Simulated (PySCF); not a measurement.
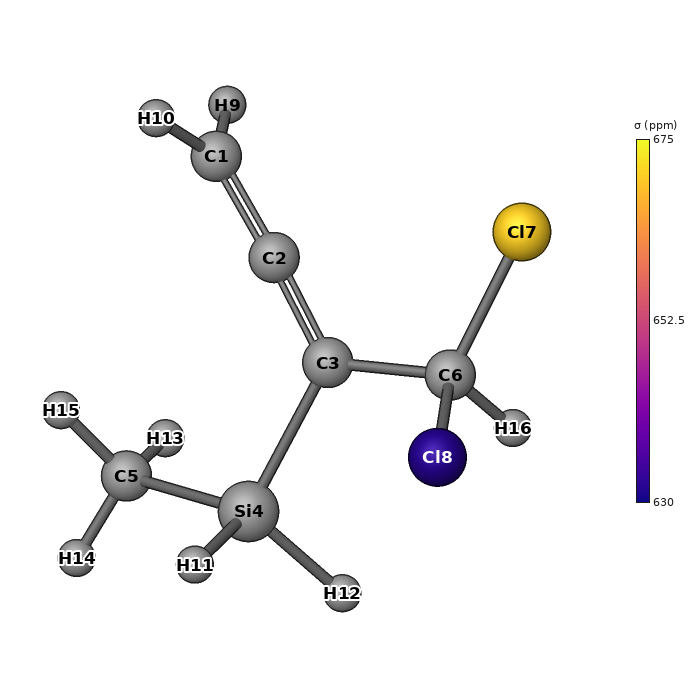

Atoms are coloured by their isotropic NMR shieldings (Cl only, the others grey). The geometry was computed by an optimisation with GFN2-xTB. No frequency run is at hand to confirm it as a minimum. Level of theory: GIAO PBE0/pcSseg-1 NMR shielding, non-relativistic, gas phase (PySCF 2.14.0).

List the isotropic NMR shieldings of the Cl atoms.

```json
{"atom": "Cl7", "σ (ppm)": "670.6"}
{"atom": "Cl8", "σ (ppm)": "632.1"}
```

The geometry is semi-empirical. Around Si such bond lengths and angles can be off by a tenth of an ångström or more and by several degrees, and values that hang on the shape move with them.
